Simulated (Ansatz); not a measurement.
**C₃H₅BrSi: density, localisation and related maps**

Input file:

```
crystal:
  periodic: [false, false, false]
  atoms:
    - { symbol: Si, position_ang: [-1.4638, -0.5553, 0.2381] }
    - { symbol: C, position_ang: [0.061, 0.0246, -0.1228] }
    - { symbol: C, position_ang: [0.9724, 0.4019, -0.9337] }
    - { symbol: Br, position_ang: [1.7668, 0.7704, -2.4894] }
    - { symbol: C, position_ang: [1.349, 0.3814, 0.4419] }
    - { symbol: H, position_ang: [-2.238, 0.4708, 1.0885] }
    - { symbol: H, position_ang: [-2.2973, -0.6981, -0.9976] }
    - { symbol: H, position_ang: [-1.4584, -1.7897, 0.9427] }
    - { symbol: H, position_ang: [1.9794, -0.4001, 0.8493] }
    - { symbol: H, position_ang: [1.4121, 1.3429, 0.9858] }
basis:
  gaussian: { orbitals: def2-SVP }
hamiltonian:
  xc: lda
relax:
  f_tol: 0.02
  max_steps: 50
output:
  orbitals: {}
```

Launched as:

```sh
ansatz run input.yaml --threads 2 --pin off --max-ram 3072MiB --backend cpu --events-out ev --progress --plain --runs-dir out
```

The fields are those of the run's last geometry, not of the input's.

Method: RKS LDA/def2-SVP (Ansatz 0.2.0).

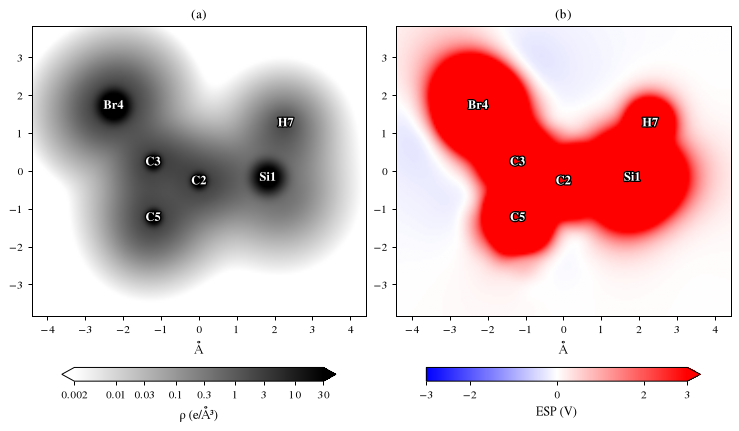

Figure 1. (a) electron density; (b) electrostatic potential on the plane of atoms C3, C2 and C5.

**What do the fields say about this system?**

The section cuts through Si, C, Br and H sites. C–C (1.31 Å): the density is about 2.2 e/Å³ at the midpoint. C–Br (1.83 Å): ρ is about 1.2 e/Å³ halfway. C–Si (1.83 Å): ρ is about 0.94 e/Å³ halfway. C–C (1.47 Å): ρ is about 1.7 e/Å³ halfway. Si–H (1.50 Å): ρ at the midpoint is about 0.75 e/Å³. Outside the dense part of the molecule the potential is most negative (−0.3 V) near Br4.

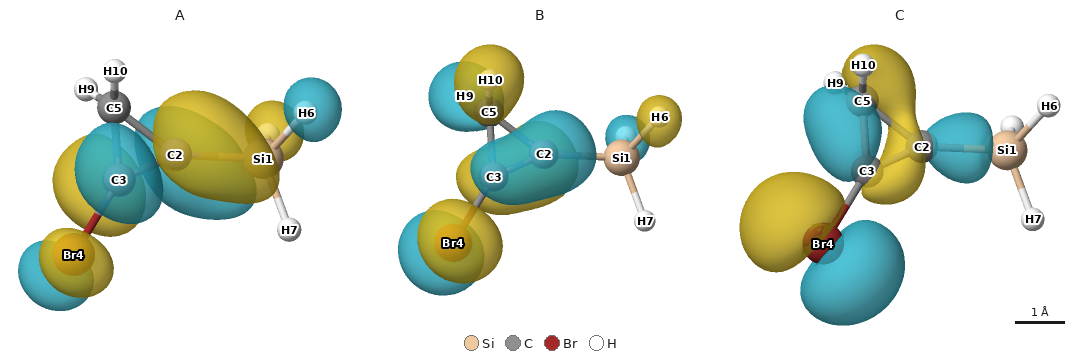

Figure 2. Three frontier orbitals at ±0.1 Å⁻³ᐟ² (yellow and cyan are the two phases), in no order.

**Order the three orbitals by energy and name them.**

C is the HOMO−1 (−6.88 eV). By Hirshfeld shares it lies mainly on Br4 (about 60 %), C5 (about 15 %), C3 (about 10 %) and C2 (about 5 %). B is the HOMO (−6.06 eV). It lies mainly on C2 (about 25 %), Br4 (about 20 %), C3 (about 20 %), C5 (about 10 %), H9 (about 5 %) and H10 (about 5 %). A is the LUMO (−1.87 eV). It lies mainly on C3 (about 30 %), C2 (about 30 %), Si1 (about 15 %) and Br4 (about 10 %).

**What is the HOMO–LUMO gap?**

4.19 eV between the orbital energies.

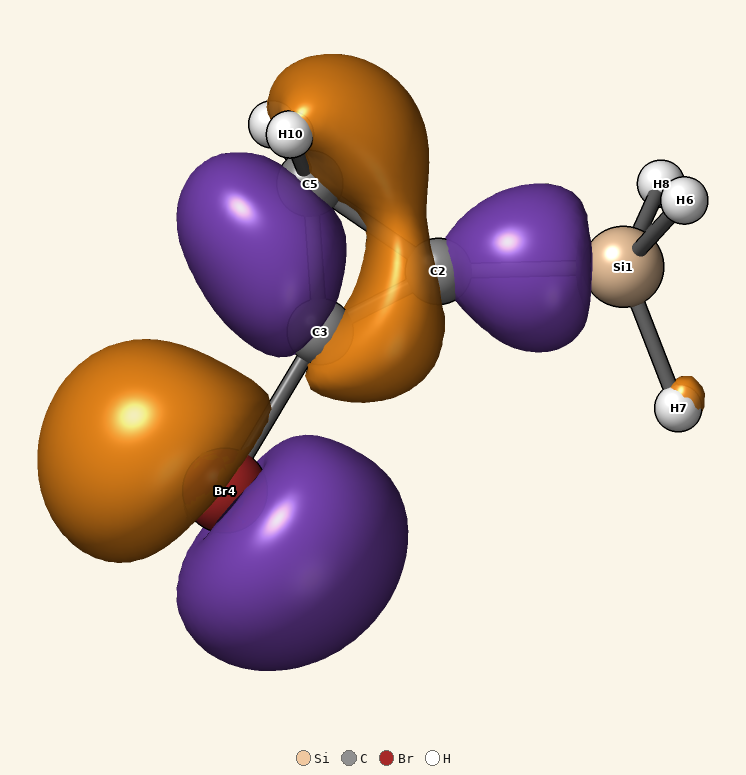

Figure 3. The HOMO−1 at ±0.08 Å⁻³ᐟ² (orange and purple are the two phases), seen across its widest extent.

**What is the character of this orbital?**

Its weight (Hirshfeld) is mainly on Br4 (about 60 %), C5 (about 15 %), C3 (about 10 %) and C2 (about 5 %). Its energy is −6.88 eV.
